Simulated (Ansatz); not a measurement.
A computed series for TiSi2: response to strain

Start from TiSi₂ (space group Fddd, No. 70; a = 4.779 Å, b = 8.230 Å, c = 8.521 Å).

Strains are applied to the cell and any free atomic positions relax.

Level of theory: r2SCAN in Ansatz (plane waves to 500 eV, PAW, spin-orbit coupling left out).

Notes on the quantities. pressure: mean of the normal stresses, compression positive.

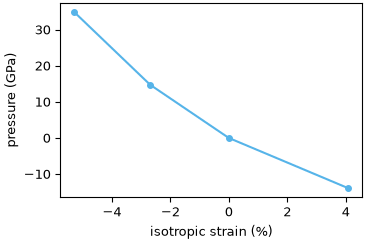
Pressure against isotropic strain

Problem. From the plot, what is the pressure for isotropic strain −2.69 %?

Solution. About 15 GPa.

Problem. Is the trend monotonic over the range shown?

Solution. Yes, it falls throughout, spanning -13.9 GPa to 34.9 GPa.

Whether these cells are dynamically stable was not tested. The final runs are not spin-polarised.

Ansatz is an electronic-structure program.
